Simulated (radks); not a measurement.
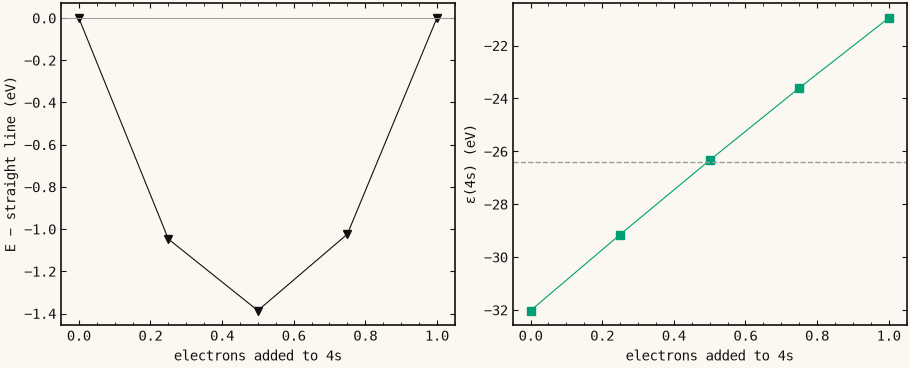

Level of theory: scalar-relativistic Kohn-Sham, SCAN, spin-unpolarised, spherical densities, finite nucleus. Computed with the in-house radial solver radks. The occupation of the 4s shell is varied from Br⁺ ([Ar] 3d10 4s1 4p5) to Br ([Ar] 3d10 4s2 4p5), with spherical fractional occupations. The plot shows the total energy less the straight line between the end points, and the eigenvalue of 4s (the dashed line is minus the energy to take the whole electron out).

### Is the energy convex or concave in the occupation, and by how much?

The curve is convex (below the straight line), with the largest deviation among the points computed, −1.39 eV, at 0.5. The end points differ by 26.4 eV, the energy to take the electron out. The eigenvalue, which is the slope of the energy (Janak's theorem), moves from −32.0 eV at 0 to −21.0 eV at 1; for a straight line it would stay constant, and a parabola would sag by an eighth of this change, scaled to a whole electron, 1.38 eV. Convexity is the delocalisation error: fractional charges are too low in energy. The shell lies under occupied ones, so the straight line is a guide here rather than an exact condition.
